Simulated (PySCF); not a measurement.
Si(Me)2(OSiH3)2, C2H12O2Si3, SMILES C[Si](C)(O[SiH3])O[SiH3] at its GFN2-xTB optimised geometry (Å):

```
19

C     -0.3295    -3.4049    -2.4420
Si    -0.2427    -1.5135    -2.5009
C      0.2541    -0.7941    -4.1811
O     -1.7093    -0.9307    -2.1019
Si    -2.6668    -0.0313    -1.1574
O      0.8444    -1.0093    -1.3990
Si     1.2056    -0.2812     0.0000
H     -0.6123    -3.7543    -1.4534
H      0.6304    -3.8477    -2.6868
H     -1.0601    -3.7857    -3.1482
H     -0.4520    -1.0822    -4.9529
H      0.2858     0.2910    -4.1502
H      1.2358    -1.1447    -4.4821
H     -2.4870    -0.4352     0.2381
H     -2.3172     1.3790    -1.3377
H     -4.0039    -0.3392    -1.6599
H      0.6456     1.0712     0.0000
H      0.6506    -1.0712     1.1009
H      2.6668    -0.2812     0.0000
```

Calculation: PBE0/def2-SVP (PySCF).

Map of the log10 of the electron density (e/bohr³), floored at −4 on the plane z = 0.6 Å:

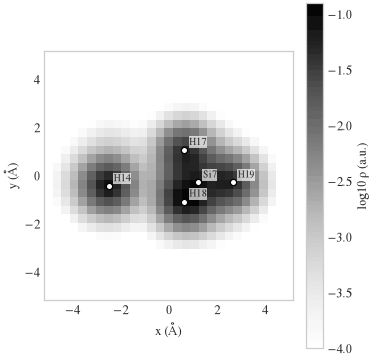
*Log10 of the electron density (e/bohr³), floored at −4 on the plane z = 0.6 Å.*
